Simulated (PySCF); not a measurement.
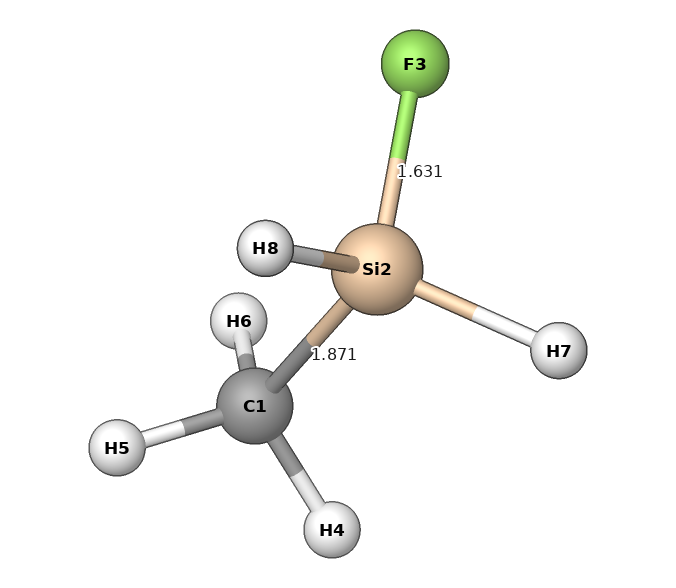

The numbers beside the sticks are distances in Å. Sticks don't show bond order. The geometry was computed by an optimisation with PBE0-D3(BJ)/def2-SVP. No frequency run is at hand to confirm it as a minimum.

**Which of the marked bonds are single, double, triple or aromatic?**

C1–Si2 single; Si2–F3 single.

**Give the structure as SMILES.**

C[SiH2]F
